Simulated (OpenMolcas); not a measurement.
## AlNH4 (SMILES [NH2][AlH2]): the energy, rung by rung

The species is AlNH4 (6 atoms), meant as a singlet with charge 0. As SMILES, `[NH2][AlH2]`. The shape comes from GFN2-xTB, which is rough for such elements, and wasn't checked as a minimum.

```xyz
6

N     0.0333   -0.9536    0.0825
Al   -0.0241    0.8126   -0.0759
H     0.5450   -1.6048   -0.5026
H    -0.4499   -1.5022    0.7866
H     0.0937    1.5182   -1.4412
H    -0.1981    1.7298    1.1506
```

Quantity: the energy change with the N1–H3 bond stretched from 1.014 to 1.521 Å, in eV. The values are calculated.

```json
{"level": "HF/STO-3G (restricted)", "kind": "Hartree–Fock", "program": "OpenMolcas", "value (eV)": "3.45", "less FCI/STO-3G": "+1.02", "CPU time (all runs)": "3.1 s"}
{"level": "SVWN5/STO-3G (restricted)", "kind": "LDA", "program": "OpenMolcas", "value (eV)": "2.53", "less FCI/STO-3G": "+0.10", "CPU time (all runs)": "8.4 s"}
{"level": "PBE/STO-3G (restricted)", "kind": "GGA", "program": "OpenMolcas", "value (eV)": "2.40", "less FCI/STO-3G": "-0.03", "CPU time (all runs)": "9.7 s"}
{"level": "M06-2X/STO-3G (restricted)", "kind": "hybrid meta-GGA", "program": "OpenMolcas", "value (eV)": "2.83", "less FCI/STO-3G": "+0.40", "CPU time (all runs)": "11 s"}
{"level": "B2PLYP/STO-3G (restricted)", "kind": "double hybrid", "program": "OpenMolcas", "value (eV)": "2.71", "less FCI/STO-3G": "+0.28", "CPU time (all runs)": "8.8 s"}
{"level": "CCSD(T)/STO-3G (restricted)", "kind": "coupled cluster or CI", "program": "OpenMolcas", "value (eV)": "2.44", "less FCI/STO-3G": "+0.01", "CPU time (all runs)": "4.3 s"}
{"level": "CISD/STO-3G (restricted)", "kind": "coupled cluster or CI", "program": "OpenMolcas", "value (eV)": "2.58", "less FCI/STO-3G": "+0.15", "CPU time (all runs)": "3.4 s"}
{"level": "FCI/STO-3G", "kind": "exact in the basis", "program": "OpenMolcas", "value (eV)": "2.43", "less FCI/STO-3G": "0.00", "CPU time (all runs)": "93 s"}
```

FCI/STO-3G is exact within its basis and frozen core, so for wave-function methods in that basis the difference is their error; functionals converge differently with the basis, so for them it is only a difference. Spin-restricted single references rise too steeply as a bond breaks, Hartree–Fock most of all. The first shape isn't each level's own minimum. The values span 2.40 to 3.45 eV. All rows use very small basis sets, so even the best lies far from the true value. CPU times are rough (shared hosts, several kinds of processor): they show what a rung costs within a factor of a few.

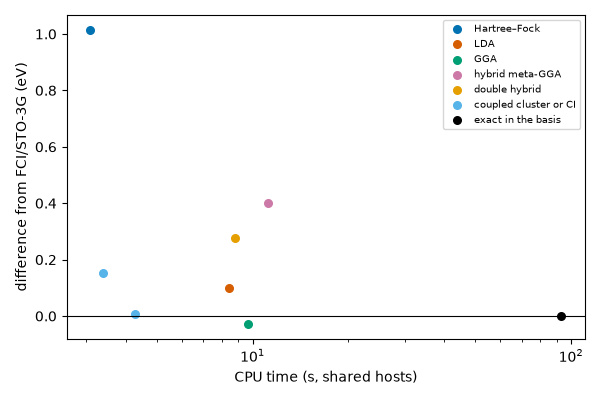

Difference from FCI/STO-3G against processor time, one point a level.
